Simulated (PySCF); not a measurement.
Consider C₄H₁₆BNSi (SMILES CCC[NH2+][BH2-]C[SiH3]).

```xyz
23

C    -2.4438    0.6545    1.2994
C    -2.4706    0.6477   -0.2260
C    -1.4631   -0.3324   -0.8262
N    -0.0788    0.0184   -0.5212
B     1.0707   -0.9774   -1.1356
C     2.5034   -0.3243   -0.6907
Si    2.7636    0.0303    1.1445
H    -2.5960   -0.3509    1.6860
H    -3.2364    1.2908    1.6850
H    -1.4987    1.0346    1.6825
H    -3.4685    0.3647   -0.5647
H    -2.2698    1.6547   -0.6016
H    -1.5669   -0.3650   -1.9128
H    -1.6414   -1.3401   -0.4452
H     0.0718    0.0151    0.4832
H     0.1338    0.9519   -0.8630
H     0.8732   -2.0477   -0.6460
H     0.9091   -0.9721   -2.3192
H     2.6920    0.6001   -1.2489
H     3.2927   -1.0091   -1.0085
H     2.3401   -1.0828    2.0035
H     4.1492    0.3764    1.4767
H     1.9295    1.1896    1.5588
```

Geometry: GFN2-xTB.

Level of theory: PBE0/pcSseg-1, SCF density, gas phase, non-relativistic in PySCF.

**What can the converged electron density and electron localisation function tell about the bonding?**

C–N (1.46 Å): the density is about 1.9 e/Å³ at the midpoint; the ELF peaks at about 0.95 between the atoms, as expected for a shared electron pair.
C–C (1.53 Å): ρ at the midpoint is about 1.7 e/Å³; the ELF peaks at about 0.95 between the atoms: a shared electron pair.
C–B (1.64 Å): ρ is about 1.2 e/Å³ halfway; the ELF peaks at about 0.95 between the atoms (a shared electron pair).
B–N (1.64 Å): ρ is about 1.2 e/Å³ halfway; the ELF peaks at about 0.95 between the atoms: a polar covalent bond.

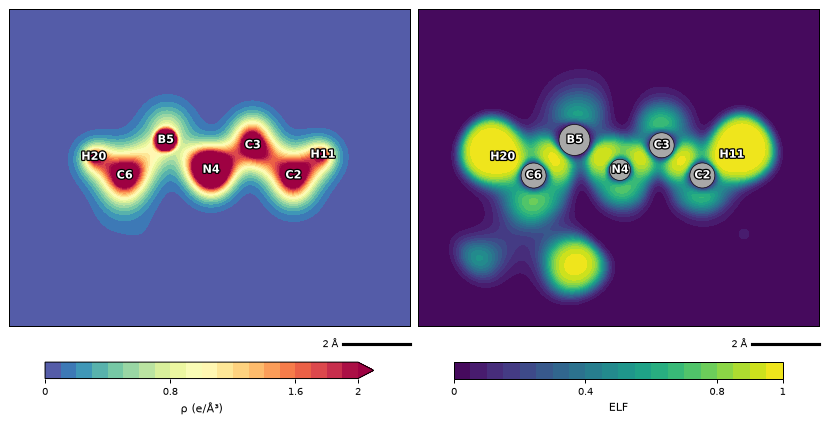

Computed electron density and electron localisation function on the plane of atoms C3, N4 and B5, in this order. Grey discs cover the atomic cores in the ELF map. 
